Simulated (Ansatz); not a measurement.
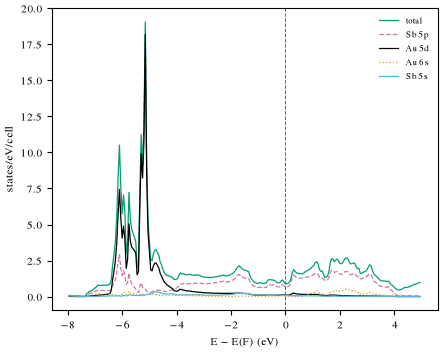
Figure: Total and projected density of states of Sb2Au (fluorite or antifluorite type, Fm-3m), r²SCAN (plane waves, PAW; program Ansatz)

Question: Which orbitals carry the states next to the Fermi level?

Answer: Within 0.5 eV of the Fermi level: Sb 5p 75 %, Au 5d 12 %, Sb 5s 7 %. Projections are on Löwdin-orthogonalised atomic valence shells; empty p or d shells of many metals are not among them.

Question: Where is the tallest occupied peak in this window, and what makes it?

Answer: Near -5.1 eV, about 19 states/eV per cell; the largest projected share is Au 5d.

The workflow started from an entry of the Crystallography Open Database (COD), which files this formula under 2 space groups. Whether it is the stable phase at ambient conditions was not checked. The r²SCAN relaxation kept the symmetry of its start; its stability against distortions is not shown here. Its formation energy is positive at this level, so the cell may be metastable or incomplete. Spin–orbit coupling is left out wherever it is not named.

Potentials: the later of the program's two PAW sets.
